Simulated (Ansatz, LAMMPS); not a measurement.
# Convergence of a linear-scaling basis for amorphous carbon (160 atoms), part 2 of 3

Wanted: errors and times of a linear-scaling basis for amorphous carbon (160 atoms). A setting counts as converged where the r.m.s. difference of forces stays under 1 % of the r.m.s. force.

Ansatz 0.2.0; Kohn-Sham DFT, PBE, PAW (set soft_2), plane waves.

The cell: 160 C. The quench rate of 500 K/ps is many orders above laboratory rates. The starting topology of bonds comes from the classical model. The Brillouin zone is sampled at Γ only, in a cell whose shortest periodic width is 12 Å.

So far. Step 4 (Support functions low): Forces differ from the reference by 1.0 meV/Å r.m.s., 0.074 % of their size, well within a tolerance of 1 %; the energy by -3.5 meV/atom. It took 4.1 min and 21 cycles; the reference's time can't be set against it, since the two runs asked for unlike analyses. Step 5 (Support functions medium): Forces differ from the reference by 1.0 meV/Å r.m.s., 0.072 % of their size, well within a tolerance of 1 %; the energy by -3.5 meV/atom.

## (6) Support functions medium, spacing 0.411 Å

Level of this step: Kohn-Sham DFT, PBE, PAW (set soft_2), localised support functions (medium) (Ansatz).

The grid spacing sets how fine a wave the support functions can hold.

Input file input.yaml:

```yaml
crystal:
  lattice:
    - [12.1119, 0.0, 0.0]
    - [0.0, 12.1119, 0.0]
    - [0.0, 0.0, 12.1119]
  atoms:
    [... the 160 atom lines of step 3 ...]
kpoints:
  mp_grid: { grid: [1, 1, 1] }
hamiltonian:
  xc: pbe
scf:
  occupations: { method: gaussian, width: 0.025 }
  eigensolver: { kind: { support_functions: { accuracy: medium, spacing: 0.411 } } }
  max_iter: 150
output:
  forces: true
  eigenvalues: true
```

Started as:

```console
$ ansatz run input.yaml --threads 4 --pin off --max-ram 8192MiB --backend cpu --events-out ev --progress --plain --runs-dir out
```

Numbers of over 12 decimals in the logs are rounded to 6 here.

Output:

```text
[...]
Crystal: 160 atoms, lattice volume = 1776.793 Å³
Basis set: ecut = 420 eV, 34697 PW (Γ), exchange–correlation on 162×162×162 points (8 copies of the dense FFT grid, shifted against one another)
Bands: 384, of which v1, the nominal top of the filled ones, is band 320 counted from 1 (319 counted from 0)
Symmetry: 1 space group operations
k-points: 1
[...]
SCF iter   1: F=—  HF=-39932.043857 eV  |F-HF|=—  |Δ(HF+E_count)|=         —  Δρ=8.43e-2  dr2=1.36e2  ethr=1.00e-1
[...]
SCF iter  22: F=-39950.438136 eV  HF=-39950.438138 eV  |F-HF|=1.81e-6  |Δ(HF+E_count)|=   1.39e-7  Δρ=7.62e-6  dr2=3.08e-6  ethr=6.03e-10
SCF 1 converged in 22 iterations: F = -39950.451938 eV  dr2 = 3.08e-6
[...]
SCF converged after 22 iterations
[...]
Free energy (F): -39950.451938 eV
[...]
Internal energy: -39950.434886 eV  (E = F + TS)
E sigma→0 (E₀):  -39950.443412 eV
Entropy (-TS):   -0.017052 eV (-0.107 meV/atom)
Fermi energy:    4.485696 eV
[...]
--- Forces (eV/Å), atoms counted from 1 ---
  atom   1  C      1.04502442     1.82275798     0.40425770
  atom   2  C      3.22107757    -0.08439451     1.60475466
  atom   3  C     -0.97143297    -0.01931267    -2.45181566
  atom   4  C     -0.30210409    -0.25452866     0.44411081
  atom   5  C      0.15247401     0.37438829    -1.40744845
  atom   6  C     -1.48999760    -2.29954281    -0.21225914
  atom   7  C     -0.06669500    -0.37111409     1.61995142
  atom   8  C     -0.52319847    -1.19323432    -1.98573997
  atom   9  C     -1.38891768     1.95877571     2.14790565
  atom  10  C      0.42416428    -0.45163060     0.21156809
  atom  11  C     -0.84107274    -1.99955324     0.61562803
  atom  12  C      1.84212468    -1.74111841     2.83154773
  atom  13  C     -1.44745703    -1.65972009     1.56324418
  atom  14  C     -1.49425798    -1.24434953    -6.28988733
[...]
atom 159  C      0.47106472     0.35222050    -1.20875824
  atom 160  C     -0.26668157     0.79507711    -0.69787376
  max |Σ_I F_I| component: 1.49e1 eV/Å
--- Band table (eV) ---
[...]
```

It took 2.9 min on 4 threads of AMD EPYC 7R43, shared host; peak memory 2.4 GiB; 11 min of CPU time.

The program notes that the forces don't sum to zero within tolerance and the grid leaves an egg-box force.

Forces differ from the reference by 919 meV/Å r.m.s., 66 % of their size, far over a tolerance of 1 %; the energy by +166 meV/atom. It took 2.9 min and 22 cycles; the reference's time can't be set against it, since the two runs asked for unlike analyses. The setting is coarser than the default on purpose.

## (7) Support functions medium, spacing 0.343 Å

The grid spacing sets how fine a wave the support functions can hold.

input.yaml, the sections that differ from step 6:

```yaml
scf:
  occupations: { method: gaussian, width: 0.025 }
  eigensolver: { kind: { support_functions: { accuracy: medium, spacing: 0.343 } } }
  max_iter: 150
# crystal, kpoints, hamiltonian, output: as in step 6
```

Output:

```text
[...]
Crystal: 160 atoms, lattice volume = 1776.793 Å³
Basis set: ecut = 420 eV, 34697 PW (Γ), exchange–correlation on 162×162×162 points (8 copies of the dense FFT grid, shifted against one another)
Bands: 384, of which v1, the nominal top of the filled ones, is band 320 counted from 1 (319 counted from 0)
Symmetry: 1 space group operations
k-points: 1
[...]
SCF iter   1: F=—  HF=-39973.650970 eV  |F-HF|=—  |Δ(HF+E_count)|=         —  Δρ=8.44e-2  dr2=1.50e2  ethr=1.00e-1
[...]
SCF iter  24: F=-39977.314357 eV  HF=-39977.314358 eV  |F-HF|=1.52e-6  |Δ(HF+E_count)|=   9.28e-8  Δρ=7.46e-6  dr2=2.46e-6  ethr=5.92e-10
SCF 1 converged in 24 iterations: F = -39977.325246 eV  dr2 = 2.46e-6
[...]
SCF converged after 24 iterations
[...]
Free energy (F): -39977.325246 eV
[...]
Internal energy: -39977.305286 eV  (E = F + TS)
E sigma→0 (E₀):  -39977.315266 eV
Entropy (-TS):   -0.019960 eV (-0.125 meV/atom)
Fermi energy:    4.462608 eV
[...]
--- Forces (eV/Å), atoms counted from 1 ---
  atom   1  C      0.38199957     1.10657023    -0.26492058
  atom   2  C      2.78886914    -1.04870938     1.08603369
  atom   3  C     -0.76535269     0.93576121    -1.55407613
  atom   4  C      0.29033603     1.08321691     1.79648153
  atom   5  C      0.79712960     0.56889369    -1.29713498
  atom   6  C     -0.45138525    -1.91154503     0.07113475
  atom   7  C     -1.29741477    -0.54111542     1.59302309
  atom   8  C     -1.35389942    -0.30810795    -0.72819592
  atom   9  C     -1.54188612     0.70987364     1.41045461
  atom  10  C     -0.59636354    -0.74356220     1.50101449
  atom  11  C     -0.26925009    -1.05627155     1.13705287
  atom  12  C      0.46634014    -2.50997756     1.51938205
  atom  13  C     -0.95532511    -2.24557131     0.59369213
  atom  14  C     -0.10854001    -2.33555124    -4.90145768
[...]
atom 159  C     -0.89266571    -0.63591833    -2.50302351
  atom 160  C     -0.15000982    -0.09665304    -2.14620501
  max |Σ_I F_I| component: 8.45e-1 eV/Å
--- Band table (eV) ---
[...]
```

Wall time 3.2 min (4 threads); peak memory 2.5 GiB; 12 min of CPU time.

Forces differ from the reference by 65 meV/Å r.m.s., 4.7 % of their size, over a tolerance of 1 %; the energy by -1.5 meV/atom. It took 3.2 min and 24 cycles; the reference's time can't be set against it, since the two runs asked for unlike analyses. The setting is coarser than the default on purpose.

## (8) Support functions medium, spacing 0.297 Å

The grid spacing sets how fine a wave the support functions can hold.

input.yaml, the sections that differ from step 7:

```yaml
scf:
  occupations: { method: gaussian, width: 0.025 }
  eigensolver: { kind: { support_functions: { accuracy: medium, spacing: 0.297 } } }
  max_iter: 150
# crystal, kpoints, hamiltonian, output: as in step 7
```

Output:

```text
[...]
Crystal: 160 atoms, lattice volume = 1776.793 Å³
Basis set: ecut = 420 eV, 34697 PW (Γ), exchange–correlation on 162×162×162 points (8 copies of the dense FFT grid, shifted against one another)
Bands: 384, of which v1, the nominal top of the filled ones, is band 320 counted from 1 (319 counted from 0)
Symmetry: 1 space group operations
k-points: 1
[...]
SCF iter   1: F=—  HF=-39978.679850 eV  |F-HF|=—  |Δ(HF+E_count)|=         —  Δρ=8.40e-2  dr2=1.53e2  ethr=1.00e-1
[...]
SCF iter  25: F=-39977.708408 eV  HF=-39977.708409 eV  |F-HF|=1.24e-6  |Δ(HF+E_count)|=   6.35e-7  Δρ=6.02e-6  dr2=3.07e-6  ethr=3.25e-9
SCF 1 converged in 25 iterations: F = -39977.719296 eV  dr2 = 3.07e-6
[...]
SCF converged after 25 iterations
[...]
Free energy (F): -39977.719296 eV
[...]
Internal energy: -39977.698816 eV  (E = F + TS)
E sigma→0 (E₀):  -39977.709056 eV
Entropy (-TS):   -0.020480 eV (-0.128 meV/atom)
Fermi energy:    4.460174 eV
[...]
--- Forces (eV/Å), atoms counted from 1 ---
  atom   1  C      0.36513945     1.09995621    -0.32748289
  atom   2  C      2.77523218    -1.08693226     1.02700688
  atom   3  C     -0.82826148     0.96389439    -1.50206780
  atom   4  C      0.21302632     1.12074030     1.92487396
  atom   5  C      0.82008253     0.59494245    -1.26743813
  atom   6  C     -0.48560435    -1.83527760     0.02982838
  atom   7  C     -1.31163290    -0.59372783     1.55307063
  atom   8  C     -1.42667441    -0.31683108    -0.68541994
  atom   9  C     -1.52815478     0.67826460     1.42322961
  atom  10  C     -0.56900600    -0.77421816     1.45560044
  atom  11  C     -0.25611020    -1.09083902     1.19434869
  atom  12  C      0.37817117    -2.57811684     1.57129059
  atom  13  C     -0.83585038    -2.26396069     0.66229480
  atom  14  C     -0.25518699    -2.44501111    -4.84123393
[...]
atom 159  C     -0.95038037    -0.70870298    -2.53719002
  atom 160  C     -0.09764639    -0.04813144    -2.09614866
  max |Σ_I F_I| component: 3.61e-2 eV/Å
--- Band table (eV) ---
[...]
```

Wall time 3.6 min (4 threads); peak memory 3.1 GiB; 14 min of CPU time.

Forces differ from the reference by 2.8 meV/Å r.m.s., 0.20 % of their size, well within a tolerance of 1 %; the energy by -4.0 meV/atom. It took 3.6 min and 25 cycles; the reference's time can't be set against it, since the two runs asked for unlike analyses. The setting is coarser than the default on purpose.

## (9) Changed: hamiltonian.dispersion = "d3bjatm" and scf.n_extra_bands = 4

Changed here: hamiltonian.dispersion = "d3bjatm" and scf.n_extra_bands = 4.

This step: Kohn-Sham DFT, PBE+D3(BJ) with three-body term, PAW (set soft_2), plane waves (Ansatz 0.2.0).

Input file input.yaml:

```yaml
crystal:
  lattice:
    - [12.1119, 0.0, 0.0]
    - [0.0, 12.1119, 0.0]
    - [0.0, 0.0, 12.1119]
  atoms:
    [... the 160 atom lines of step 3 ...]
kpoints:
  mp_grid: { grid: [1, 1, 1], shift: [0.0, 0.0, 0.0] }
hamiltonian:
  xc: pbe
  dispersion: d3bjatm
scf:
  occupations: { method: gaussian, width: 0.025 }
  n_extra_bands: 4
output:
  forces: true
  stress: true
  populations: intrinsic
  dos:
    method: { smearing: { sigma: 0.08 } }
    de: 0.1
    projected: { site_lists: { C: [C] } }
  eigenvalues: true
```

Output:

```text
[...]
Crystal: 160 atoms, lattice volume = 1776.793 Å³
Basis set: ecut = 420 eV, 34697 PW (Γ), exchange–correlation on 162×162×162 points (8 copies of the dense FFT grid, shifted against one another)
Bands: 324, of which v1, the nominal top of the filled ones, is band 320 counted from 1 (319 counted from 0)
Symmetry: 1 space group operations
[...]
k-points: 1
[...]
SCF iter   1: F=—  HF=-39998.201622 eV  |F-HF|=—  |Δ(HF+E_count)|=         —  Δρ=1.42e-2  dr2=6.01e0  ethr=1.77e-3  ⟨swp⟩=6.0  Hψ=1600  notcnv=0
[...]
SCF iter  25: F=—  HF=-39997.510226 eV  |F-HF|=—  |Δ(HF+E_count)|=   5.97e-9  Δρ=1.77e-6  dr2=1.01e-7  ethr=1.56e-11  ⟨swp⟩=6.0  Hψ=1144  notcnv=0
SCF iter  26: F=-39997.510226 eV  HF=-39997.510226 eV  |F-HF|=4.72e-8  |Δ(HF+E_count)|=   5.11e-9  Δρ=1.32e-6  dr2=5.91e-8  ethr=1.56e-11  ⟨swp⟩=3.0  Hψ=933  notcnv=0
SCF 1 converged in 26 iterations: F = -39997.510226 eV  dr2 = 5.91e-8
[...]
SCF converged after 26 iterations
Free energy (F): -39997.510226 eV
[...]
Internal energy: -39997.489699 eV  (E = F + TS)
E sigma→0 (E₀):  -39997.499962 eV
Entropy (-TS):   -0.020527 eV (-0.128 meV/atom)
Fermi energy:    4.460539 eV
[...]
Σ components = -39997.510226   (vs F -39997.510226, Δ=0.00e0)
--- Forces (eV/Å), atoms counted from 1 ---
  atom   1  C      0.37269800     1.13603305    -0.28642703
  atom   2  C      2.78980192    -1.07327713     1.02948124
  atom   3  C     -0.82582499     0.96363687    -1.49740722
  atom   4  C      0.19099731     1.11010460     1.88381065
[...]
atom 160  C     -0.10324254    -0.04096191    -2.11623517
  max |Σ_I F_I| component: 2.58e-5 eV/Å
--- Stress (GPa, compression-positive) ---
      -16.704868      -2.043689       0.950841
       -2.043689     -17.419893      -0.564669
        0.950841      -0.564669     -19.592614
  P = ⅓ Tr σ = -17.9058 GPa (-179.058 kbar)
--- Band table (eV) ---
[...]
--- intrinsic populations: 160 sites ---
  site symbol       q [e]
     0      C      4.0276
     1      C      3.9567
     2      C      4.0236
[...]
159      C      3.9937
  spilling = -0.000000 (of n_electrons = 640.000000)
```

It took 77 s on 4 threads; peak memory 2.2 GiB; 4.7 min of CPU time.

Forces differ from the reference by 20 meV/Å r.m.s., 1.5 % of their size; the pressure by -1.3 GPa.

## (10) Cost against change

Each row is set against the plane-wave reference (Kohn-Sham DFT, PBE, PAW (set soft_2), plane waves; r.m.s. force component 1.38 eV/Å). Energies are set beside the reference only for runs with its functional, potentials and electron count. Times are for 4 threads of AMD EPYC 7R43, shared host. The reference's time includes the DOS, the stress and grids, which some other runs skip.

| run | Δ force, r.m.s. (meV/Å) | share of r.m.s. force (%) | Δ energy (meV/atom) | Δ pressure (GPa) | cycles | time | host memory (GiB) |
| --- | --- | --- | --- | --- | --- | --- | --- |
| reference | - | - | - | - | 17 | 85 s | 2.4 |
| support functions low | 1.03 | 0.0743 | -3.55 | - | 21 | 4.1 min | 3.5 |
| support functions medium | 1.00 | 0.0723 | -3.55 | - | 25 | 4.4 min | 3.5 |
| support functions medium, spacing 0.411 Å | 919 | 66.4 | 166 | - | 22 | 2.9 min | 2.4 |
| support functions medium, spacing 0.343 Å | 64.7 | 4.67 | -1.49 | - | 24 | 3.2 min | 2.5 |
| support functions medium, spacing 0.297 Å | 2.81 | 0.203 | -3.96 | - | 25 | 3.6 min | 3.1 |
| hamiltonian.dispersion = "d3bjatm" and scf.n_extra_bands = 4 | 20.2 | 1.46 | - | -1.35 | 26 | 77 s | 2.2 |

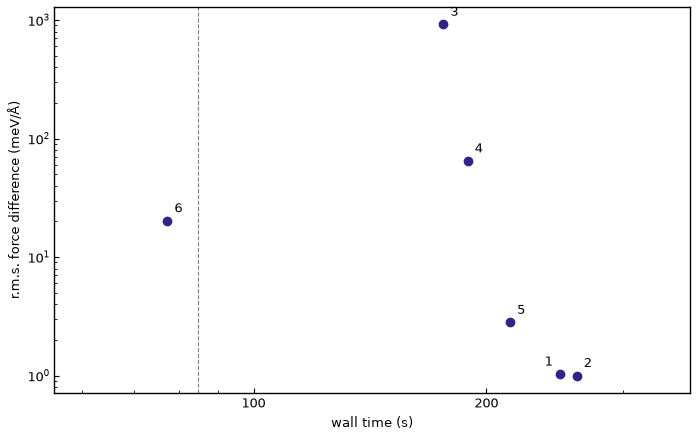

Force difference from the reference against wall time; the dashed line marks the reference's time. Points: 1 support functions low; 2 support functions medium; 3 support functions medium, spacing 0.411 Å; 4 support functions medium, spacing 0.343 Å; 5 support functions medium, spacing 0.297 Å; 6 hamiltonian.dispersion = "d3bjatm" and scf.n_extra_bands = 4.

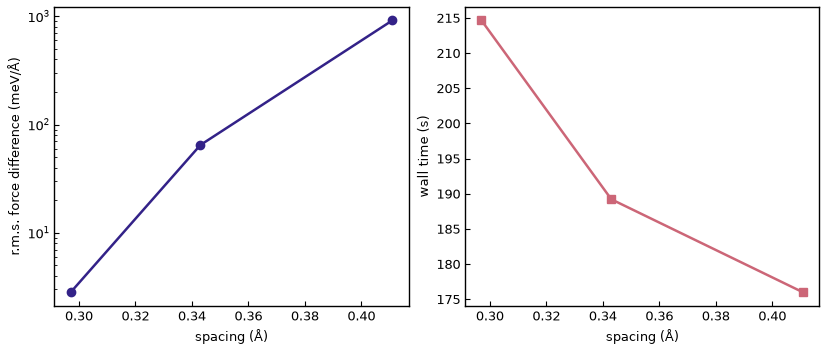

Force difference and time against the spacing.

## (11) What the reference run shows

The comparisons rest on this run, so its electronic structure is set out here.

Neighbours are counted within 1.98 Å (C-C).

Length of the force by element and coordination:

| element | coordination | atoms | mean length of the force (eV/Å) | spread | least | most |
| --- | --- | --- | --- | --- | --- | --- |
| C | all | 160 | 2.14 | 1.08 | 0.237 | 5.88 |
| C | 2 | 18 | 1.96 | 1.38 | 0.873 | 5.53 |
| C | 3 | 142 | 2.17 | 1.03 | 0.237 | 5.88 |

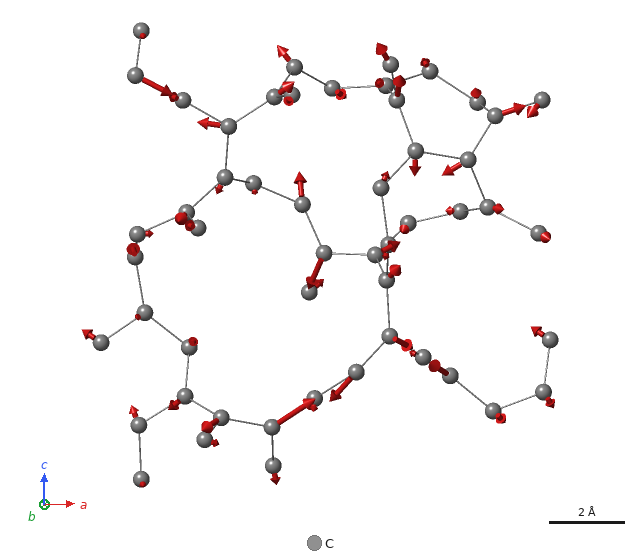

Forces as arrows; the longest in the cell is 5.88 eV/Å. Drawn is a slice 4 Å thick, seen along the normal of the ac plane.

The mean of these charges, 0.037 e, is only the charge that the projection spills.

Löwdin charges by element and coordination (they lack the spilled electrons, 0.037 e an atom on average):

| element | coordination | atoms | mean charge (e) | spread | least | most |
| --- | --- | --- | --- | --- | --- | --- |
| C | all | 160 | 0.0372 | 0.0251 | -0.0479 | 0.139 |
| C | 2 | 18 | 0.0342 | 0.043 | -0.0479 | 0.139 |
| C | 3 | 142 | 0.0376 | 0.0218 | -0.0246 | 0.109 |

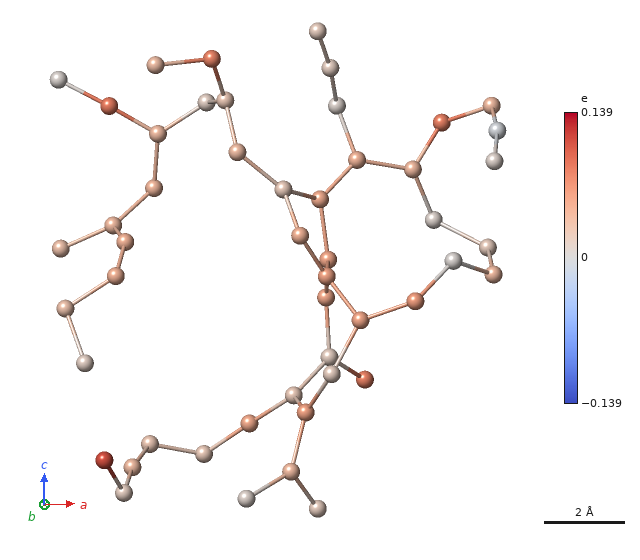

Atoms coloured by Löwdin charge. Drawn is a slice 4 Å thick, seen along the normal of the ac plane.

Density of states as counts of states in windows of 1 eV (from the Fermi level), total and the larger projections:

| from (eV) | to (eV) | total | C p | C s |
| --- | --- | --- | --- | --- |
| -18 | -17 | 23.3 | 5.2 | 17.7 |
| -17 | -16 | 26.0 | 7.3 | 18.4 |
| -16 | -15 | 30.9 | 10.2 | 20.4 |
| -15 | -14 | 26.2 | 10.3 | 15.6 |
| -14 | -13 | 26.6 | 12.0 | 14.3 |
| -13 | -12 | 26.2 | 14.1 | 11.8 |
| -12 | -11 | 27.5 | 16.8 | 10.4 |
| -11 | -10 | 26.2 | 17.9 | 8.1 |
| -10 | -9 | 32.0 | 24.5 | 7.1 |
| -9 | -8 | 40.0 | 34.1 | 5.4 |
| -8 | -7 | 52.7 | 48.5 | 3.6 |
| -7 | -6 | 60.3 | 57.0 | 2.8 |
| -6 | -5 | 42.3 | 40.4 | 1.6 |
| -5 | -4 | 23.2 | 22.1 | 0.9 |
| -4 | -3 | 34.4 | 32.6 | 1.6 |
| -3 | -2 | 40.7 | 38.7 | 1.8 |
| -2 | -1 | 45.4 | 43.2 | 2.0 |
| -1 | 0 | 40.2 | 37.6 | 2.2 |
| 0 | 1 | 42.4 | 39.5 | 2.3 |
| 1 | 2 | 34.9 | 32.4 | 1.9 |
| 2 | 3 | 34.2 | 31.2 | 2.1 |
| 3 | 4 | 30.4 | 26.8 | 2.4 |
| 4 | 5 | 29.5 | 23.3 | 3.5 |

Between -20 and -18 eV lie 14 more states.

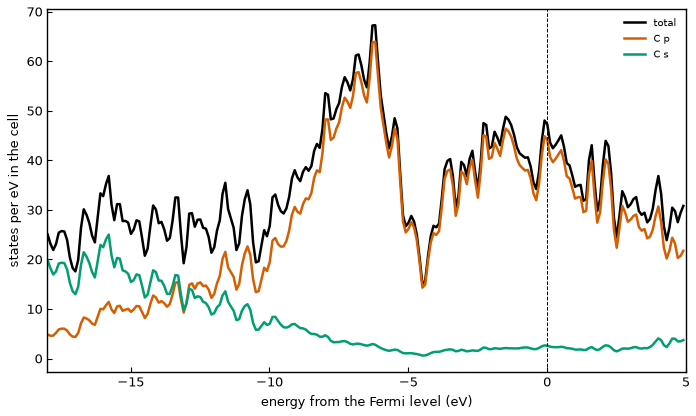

Total and projected density of states, with the broadening of the input.

The levels nearest the highest filled one (over half full), pooled over k-points and spins:

| level less the highest filled one (eV) | occupation |
| --- | --- |
| -0.223 | 2 |
| -0.165 | 2 |
| -0.118 | 2 |
| -0.0808 | 2 |
| -0.064 | 2 |
| 0 | 1.58 |
| 0.0283 | 0.423 |
| 0.0732 | 0.001 |
| 0.0971 | 0 |
| 0.187 | 0 |
| 0.221 | 0 |
| 0.262 | 0 |

[end of part 2 of 3]

[Logs are printed without paths, hosts, clocks, repeated set-up lines and the standing remarks that a program may print on its own settings, such as how far it seeks lower states.]

[Hosts, paths, dates, database ids (printed as entryN), source tags and the programs' standing remarks are cut or masked in the printed files.]
